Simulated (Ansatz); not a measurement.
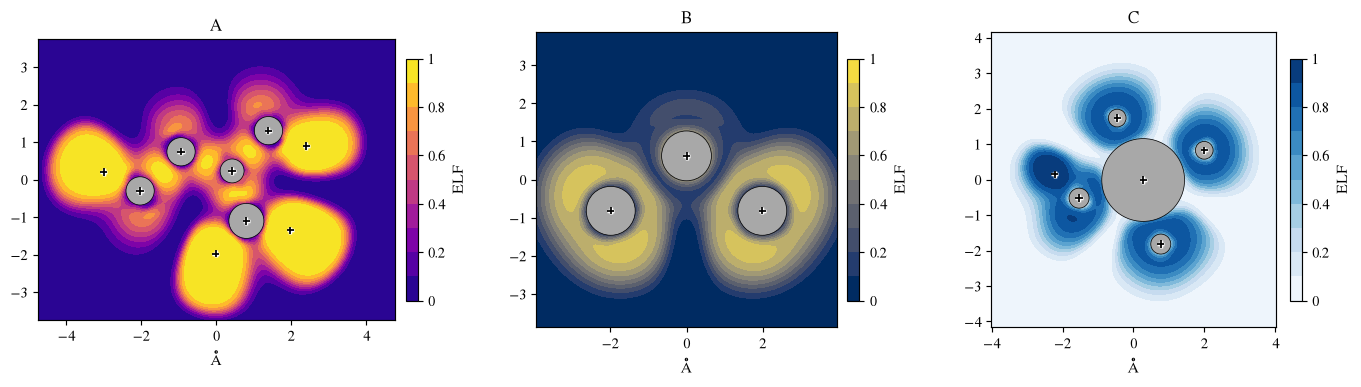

The electron localisation function of 3 systems, each on a plane through atoms (crosses mark nuclei in the plane; grey discs cover the cores).

Method: Ansatz 0.2.0, RKS PBE0-D4/def2-TZVPP.

System 1: C₃H₁₀BN (SMILES BN(C)CC), the plane of atoms N2, C3 and H9. Geometry: PBE0-D4/def2-TZVP.

```xyz
15

B     0.0428   -0.2165    1.6347
N     0.3248   -0.4018    0.2907
C     1.2587   -1.4090   -0.1653
C    -0.2411    0.3430   -0.8232
C    -1.2241    1.4274   -0.4531
H    -0.7310    0.6200    1.9899
H     0.5999   -0.9204    2.4282
H     2.0862   -0.9513   -0.7199
H     1.6642   -1.9508    0.6868
H     0.7661   -2.1225   -0.8362
H    -0.7246   -0.3737   -1.5011
H     0.5883    0.7808   -1.3954
H    -1.5756    1.9144   -1.3653
H    -0.7664    2.1855    0.1843
H    -2.0900    1.0242    0.0742
```

System 2: F₂H₄O₄W (SMILES [OH][W]([OH])([OH])([OH])([F])[F]), the plane of atoms O3, W2 and O5. Geometry: PBE0-D4/def2-TZVP; core potentials replace the inner electrons of W.

```yaml
atoms:
  - { symbol: O, position_ang: [-1.3578, -1.0724, 0.9006] }
  - { symbol: W, position_ang: [-0.0439, -0.0155, 0.1044] }
  - { symbol: O, position_ang: [1.4661, -1.0011, 0.6273] }
  - { symbol: O, position_ang: [0.8464, 1.3445, -0.8487] }
  - { symbol: O, position_ang: [-0.1439, -1.0301, -1.4666] }
  - { symbol: F, position_ang: [0.2967, 0.9239, 1.7135] }
  - { symbol: F, position_ang: [-1.5291, 1.1655, -0.1447] }
  - { symbol: H, position_ang: [-2.2822, -0.8216, 0.9752] }
  - { symbol: H, position_ang: [1.9261, -0.7854, 1.4438] }
  - { symbol: H, position_ang: [0.4182, 2.1771, -1.0627] }
  - { symbol: H, position_ang: [0.4035, -0.8848, -2.2420] }
```

System 3: Br₃HSn (SMILES [Br][SnH]([Br])[Br]), the plane of atoms Br3, Sn2 and Br4. Geometry: PBE0-D4/def2-TZVP; core potentials replace the inner electrons of Sn.

```xyz
5

Br   -1.5018    0.5192    1.7707
Sn    0.1361    0.1189   -0.0123
Br    1.1890   -2.0601    0.3943
Br   -1.0725   -0.0038   -2.1447
H     1.2992    1.3522   -0.0494
```

**Which map belongs to which system?**

Panel A is system 1, C₃H₁₀BN: the plane holds B, N, C and H. B–N (1.39 Å): the ELF peaks at about 0.90 between the atoms; a short, strongly polar bond. Panel B is system 3, Br₃HSn: the plane holds Sn and Br. Sn–Br (2.45 Å): the ELF peaks at about 0.75 in the valence shell of Br, 1.0 Å from its nucleus, and drops to about 0.20 between the two atoms. Panel C is system 2, F₂H₄O₄W: the plane holds W, O, F and H. W–O (1.88 Å): the ELF peaks at about 0.85 in the valence shell of O, 0.5 Å from its nucleus, and drops to about 0.30 between the two atoms.
